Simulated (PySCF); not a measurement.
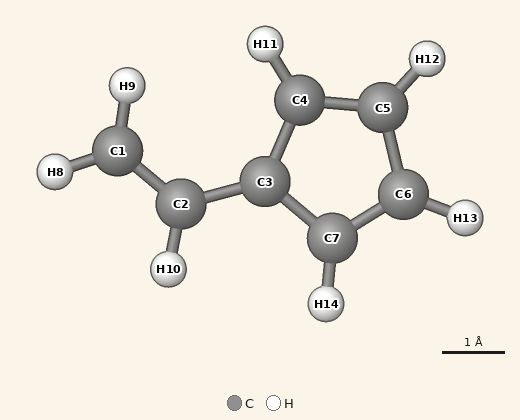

The structure as given in the input (ball-and-stick view, seen on its broad side; atoms are numbered from 1 in the order of the input). Bond lengths as drawn: C–C 1.35 to 1.46 Å and C–H 1.07 to 1.08 Å.

**C7H7: EPR calculation**

C7H7, multiplicity 2, SMILES C=C[C]1C=CC=C1, computed with UKS B3LYP, pcH-1 on C H, non-relativistic, mean-field spin-orbit, GIAO (PySCF 2.14.0).

It belongs to a series of runs on one base structure; here: X = H replaced by vinyl.

## The input
```
{"job": {"kind": "epr", "basis": "pcH-1"}, "charge": 0, "multiplicity": 2}
C      2.388059     0.570276    -0.627551
C      1.466376    -0.407199    -0.526427
C      0.137280    -0.228251    -0.078954
C     -0.499369     0.992202     0.347535
C     -1.781098     0.702958     0.676644
C     -2.000021    -0.720848     0.471077
C     -0.842714    -1.269589     0.019789
H      3.384703     0.371205    -0.980938
H      2.163064     1.587683    -0.359866
H      1.739039    -1.417820    -0.807945
H     -0.027413     1.954940     0.389357
H     -2.531556     1.385719     1.030433
H     -2.932240    -1.222849     0.654796
H     -0.664788    -2.298899    -0.230115
```

The first line tells a small driver script what to run in PySCF; the rest is the geometry in Å.

Hardware: 1 CPU thread, shared host.

Launch command:
```bash
OMP_NUM_THREADS=1 python <driver script> task.json out
```

## Log
```
UKS, coarse grid
  cycle   1  E = -270.84108497  |g| = 3.11e-01
  cycle   2  E = -270.82809296  |g| = 3.56e-01
  cycle   3  E = -270.89436198  |g| = 6.33e-02
  cycle   4  E = -270.89592051  |g| = 4.07e-02
  cycle   5  E = -270.89693950  |g| = 1.07e-02
  cycle   6  E = -270.89701866  |g| = 6.03e-03
  cycle   7  E = -270.89706142  |g| = 3.01e-03
  cycle   8  E = -270.89707181  |g| = 2.01e-03
  cycle   9  E = -270.89707404  |g| = 3.62e-04
UKS, final grid
  cycle   1  E = -270.89709157  |g| = 4.82e-04
  cycle   2  E = -270.89709137  |g| = 8.27e-04
  cycle   3  E = -270.89709173  |g| = 1.02e-04
  cycle   4  E = -270.89709174  |g| = 6.32e-05
  cycle   5  E = -270.89709175  |g| = 3.51e-05
  cycle   6  E = -270.89709175  |g| = 1.61e-05
E = -270.89709175 Eh   <S^2> = 0.7771 (exact 0.7500)
g shifts (ppm)      1          2          3
  rmc          -139       -139       -139
  gc              1         36         27
  oz_so           2        242        740
  total        -136        139        627
hyperfine (MHz)  atom isotope    a_iso     a_fc   dipolar eigenvalues
    0   13C      36.90      36.90    -35.37    -33.87     69.24
    1   13C     -35.30     -35.30    -22.83      9.27     13.56
    2   13C      41.30      41.30    -38.29    -37.51     75.80
    3   13C     -16.40     -16.40     -0.37      0.09      0.28
    4   13C       5.85       5.85    -15.04    -14.11     29.15
    5   13C      19.10      19.10    -24.48    -22.93     47.41
    6   13C     -25.81     -25.81    -13.45      6.62      6.84
    7    1H     -28.82     -28.82    -17.13     -0.63     17.76
    8    1H     -27.39     -27.39    -14.02     -1.66     15.68
    9    1H       9.33       9.33     -3.78     -1.53      5.31
   10    1H      -0.91      -0.91     -3.34     -0.81      4.15
   11    1H     -13.14     -13.14     -8.24     -1.89     10.13
   12    1H     -20.53     -20.53    -12.46     -1.36     13.82
   13    1H       4.34       4.34     -3.04     -0.19      3.23
```

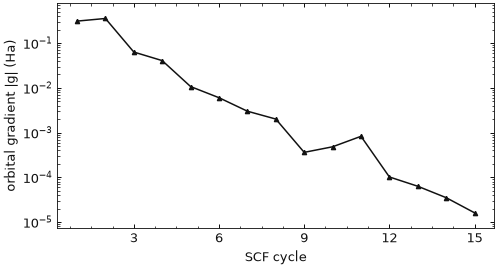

Convergence of the self-consistent field: orbital gradient |g| against the SCF cycle. All cycles printed in the log are drawn one after another.

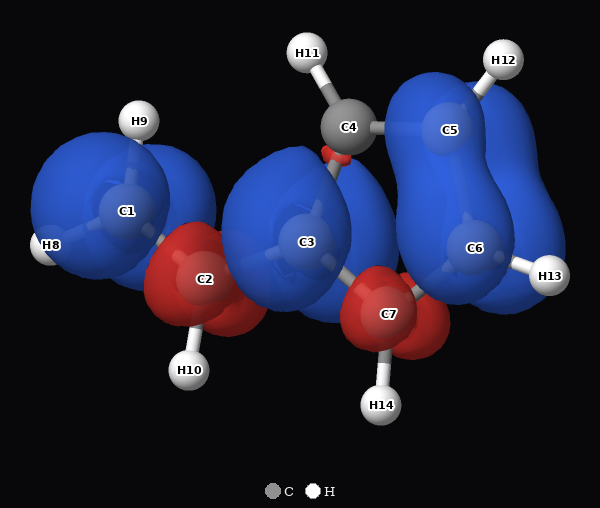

Isosurfaces of the spin density at +0.02 (blue) and −0.02 e/Å³ (red), seen at a tilt. The unpaired spin (1 electron) lies mostly on C1 (about 0.3), C3 (about 0.3), C6 (about 0.2) and C5 (about 0.1), in electrons by Hirshfeld's partition.

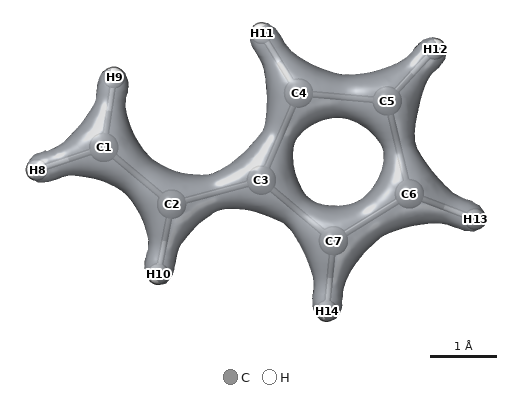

Isosurface of the total electron density at 1.5 e/Å³ (grey), seen face on. At this value the surface is in one piece. On the grid the lowest density along these lines, outside the cores, is 2.3 e/Å³ (C–C, 1.35 Å), 1.9 e/Å³ (C–H, 1.07 Å), 2 e/Å³ (C–C, 1.41 Å) and 1.9 e/Å³ (C–C, 1.46 Å).

## Key numbers

| quantity | value |
| --- | --- |
| outcome | converged |
| total energy | −270.897092 hartree |
| ⟨S²⟩ | 0.777 |
| isotropic g | 2.0025 |
| wall time | 51 s |
| peak memory | 0.96 GiB |
